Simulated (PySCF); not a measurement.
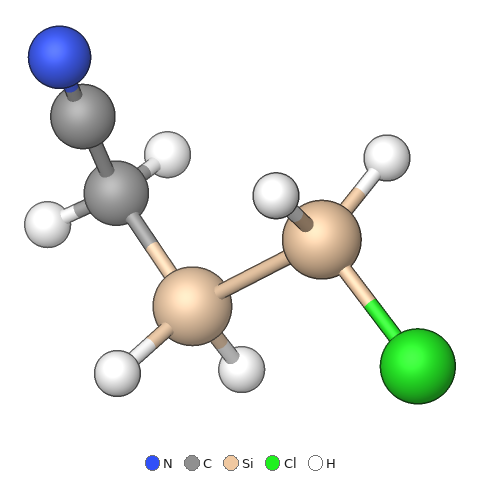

Geometry used (C₂H₆ClNSi₂, SMILES N#CC[SiH2][SiH2]Cl).

Vertical TDHF excitations, HF/def2-SVPD in PySCF 2.14.0, at a PBE0-D3(BJ)/def2-SVP geometry (no frequency check), gas phase.

**Where does it absorb, and how strongly?**

The lowest singlet lies at 6.86 eV (181 nm, f = 0.000); the brightest of the first 10 is S8 at 8.84 eV (140 nm), f = 0.380, mixed, the largest part being HOMO → LUMO+2 (26 %). No singlet lies below 3.1 eV (beyond 400 nm), so at this level no vertical transition falls in the visible.


```csv
state,E (eV),λ (nm),f,main character
S1,6.86,181,0.000,HOMO−1 → LUMO+11 (14 %)
S2,7.20,172,0.034,HOMO → LUMO (60 %)
S3,7.52,165,0.008,HOMO−3 → LUMO+11 (12 %)
S4,7.57,164,0.001,HOMO−3 → LUMO+12 (19 %)
S5,8.02,155,0.038,HOMO → LUMO+3 (71 %)
S6,8.43,147,0.011,HOMO−2 → LUMO (32 %)
S7,8.73,142,0.051,HOMO → LUMO+1 (38 %)
S8,8.84,140,0.380,HOMO → LUMO+2 (26 %)
S9,8.91,139,0.037,HOMO−1 → LUMO (42 %)
S10,9.35,133,0.079,HOMO−4 → LUMO (18 %)
```

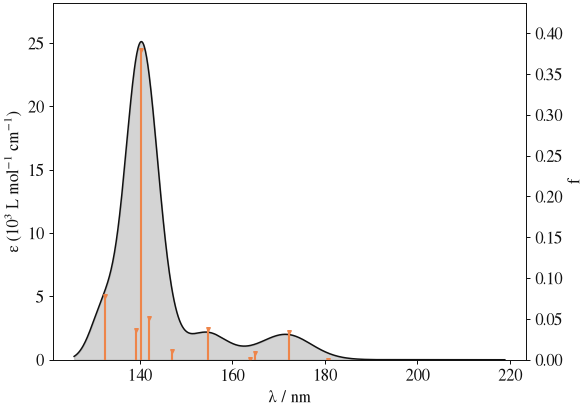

The lowest 10 singlet states are shown; each is broadened by a Gaussian of 1/e half-width 0.30 eV. Sticks give oscillator strengths (right axis).

Note: one conformer of a flexible molecule; core orbitals are frozen in the response.
